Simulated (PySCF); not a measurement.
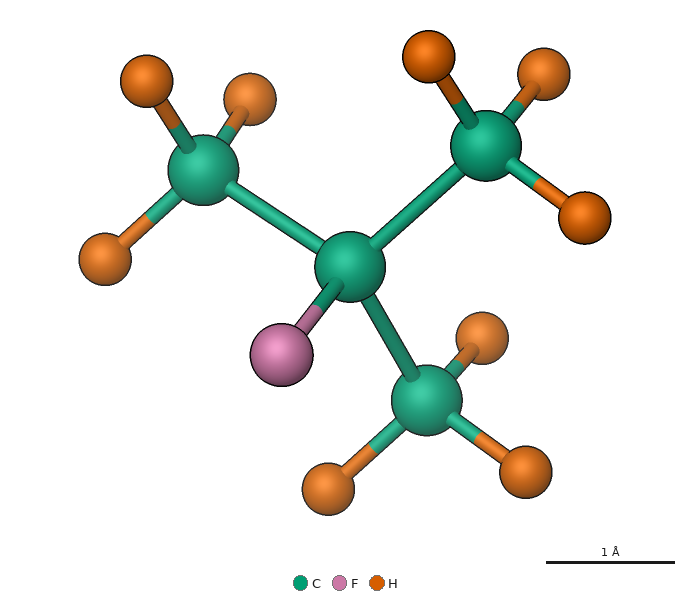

The picture shows a molecular structure as a ball-and-stick model.

Computed geometry: GFN2-xTB optimisation. No frequency run is at hand to confirm it as a minimum.

**Count the atoms of each element.**

C₄H₉F, 14 atoms: 4 carbon, 9 hydrogen and 1 fluorine.

**How many bonds of each kind are drawn?**

9 C–H, 3 C–C, 1 C–F.

**Does it have rings?**

It has no ring.

More results for the same structure follow; atom numbers are the same in all pictures, views and colours differ.

## Bond orders

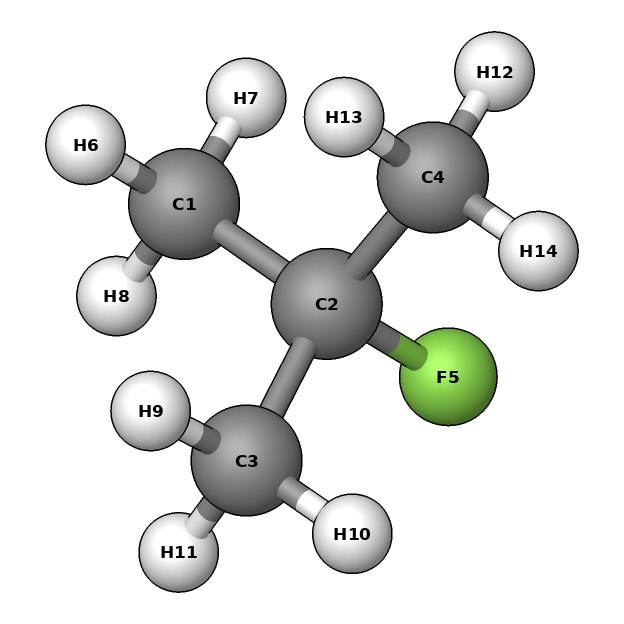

Every bond is drawn as one stick. No frequency run is at hand to confirm it as a minimum. Computed with PBE0/pcSseg-1 (PySCF 2.14.0).

**Which bond has the lowest Mayer bond order?**

C2–F5, 0.86, at 1.400 Å.

List the Mayer bond orders of C1–C2, C2–F5, C1–H6, C1–H7 (one bond of each equivalent set).

```csv
bond,Mayer order,length (Å)
C1–C2,1.02,1.525
C2–F5,0.86,1.400
C1–H6,0.96,1.086
C1–H7,0.96,1.087
```

## Electronic properties

No frequency run is at hand to confirm it as a minimum. Properties computed with PBE0/pcSseg-1, gas phase (PySCF 2.14.0).

**Give the LUMO energy (Kohn–Sham orbital) at this level.**

1.35 eV.

**Give the dipole moment at this level.**

1.90 D.

**Give the HOMO energy (Kohn–Sham orbital) at this level.**

−9.06 eV.

## NMR shielding

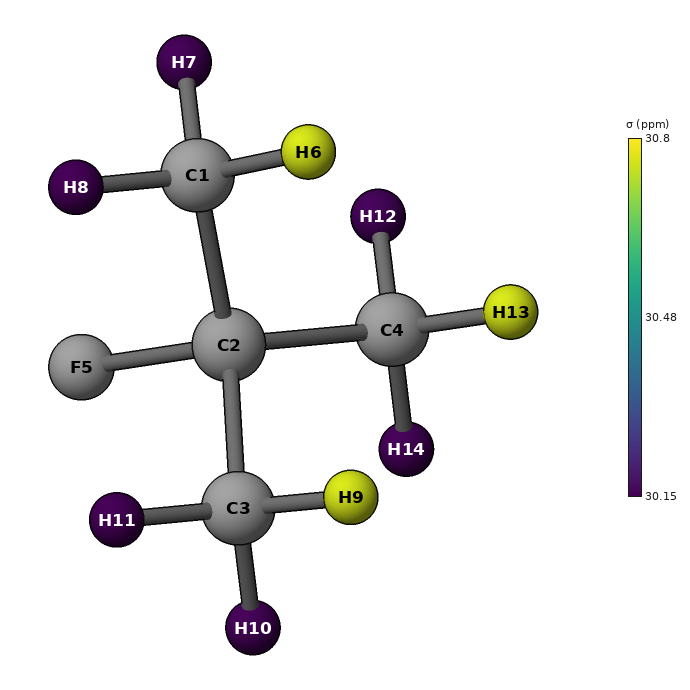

Atoms are coloured by their isotropic NMR shieldings (H only, the others grey). No frequency run is at hand to confirm it as a minimum. Level of theory: GIAO PBE0/pcSseg-1 NMR shielding, non-relativistic, gas phase (PySCF 2.14.0).

Give the isotropic NMR shieldings of the H atoms atom by atom.

```
atom  σ (ppm)
  H6    30.75
  H7    30.16
  H8    30.15
  H9    30.75
 H10    30.16
 H11    30.15
 H12    30.16
 H13    30.76
 H14    30.16
```
